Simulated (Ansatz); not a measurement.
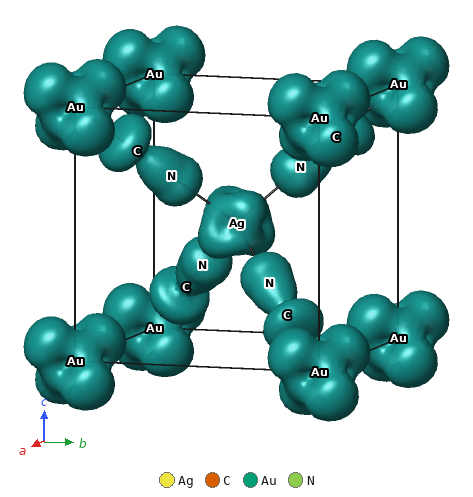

*AgAuC₄N₄. Isosurface of the spin density at +0.02 e/Å³ (teal), seen slightly off an axis. Sticks mark near contacts.*

Space group P-43m; a structure generated by program, which may or may not match a known phase; spin-polarised.

Level of theory: DFT PBE, scalar-relativistic, plane waves, PAW in Ansatz.

Core electrons are frozen (PAW), and the valence fields are smoothed inside the atomic spheres.

Question: Describe the spin distribution.

Answer: The spin density sits on Au: +0.3 μB in one cell of 10 atoms, with smaller moments on other sites: Ag (up to +0.24 μB): parallel main moments (a ferromagnetic arrangement) in this solution. The cell of the calculation (10 atoms) carries 1.7 μB of net spin moment.
